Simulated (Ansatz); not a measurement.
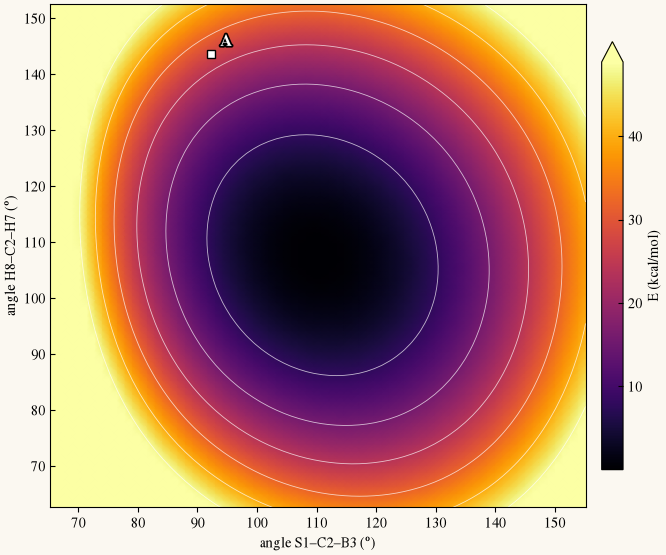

CH5AlBNS, SMILES SC[B]1[NH][AlH]1. First axis: angle S1–C2–B3. Second axis: angle H8–C2–H7. Nothing is relaxed (all other coordinates rigid). The scan uses an 11 × 11 grid. Points are written as (first, second). Energies: kcal/mol, counted from the lowest grid point. Theory: RKS B3LYP-D4/def2-SVP in Ansatz.

The picture shows a smooth colour map with a few white contour lines, one colour for all values above the top of the scale, the point A. Between grid points the surface is interpolated.

Is A at rest? If not, where is it pushed?

Answer. A, at (92.2°, 143.6°), is not a stationary point. The computed force is 0.76 kcal/mol for each degree towards larger values of angle S1–C2–B3 and 1.2 kcal/mol for each degree towards smaller values of angle H8–C2–H7.
